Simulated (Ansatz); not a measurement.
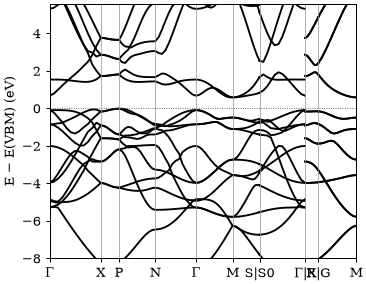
Fig. 1. Band structure from DFT-PBE in the program Ansatz with PAW potentials

The gap is 0.59 eV; an edge lies off the plotted path or next to a special point (maximum off the standard path, minimum on the Γ–M line, 96 % of the way from Γ).

The material is GeS$_{2}$ (anatase, I4_1/amd).

A made-up cell: these elements were put on the sites of a structure type; neither database checked (COD, Materials Project) lists it. COD files the formula under space group No. 14, 43, 82, 122, 217. Its standing as an ambient phase is unchecked. Symmetry was held in the PBE relaxation; whether a distortion lowers the energy is not shown. Scalar-relativistic: spin–orbit coupling is off unless named, which matters more the heavier the elements.

Potentials: the later of the program's two PAW sets.
